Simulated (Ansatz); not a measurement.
# TiC: pressure series

Take TiC in the rock salt structure (space group Fm-3m, No. 225; a = 4.328 Å) as the base.

Cell and atoms are relaxed at each pressure.

Calculations: Ansatz (a program for electronic structure) r2SCAN, spin-orbit coupling left out.

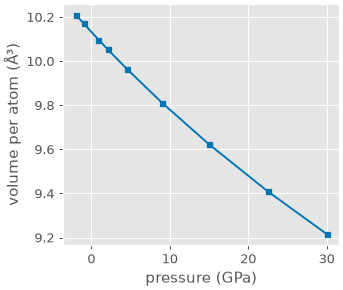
Figure. Volume against pressure

**Question.** Estimate the zero-pressure bulk modulus from the plot.

**Answer.** About 260 GPa; a third-order Birch–Murnaghan fit to the points gives V₀ = 10.13 Å³/atom, B₀ = 263 GPa and B₀′ = 3.9.

Load acts through the strain it causes; cell and atoms are relaxed under it. Stability against distortions was not tested. Competing high-pressure phases were not computed. The final runs are not spin-polarised.
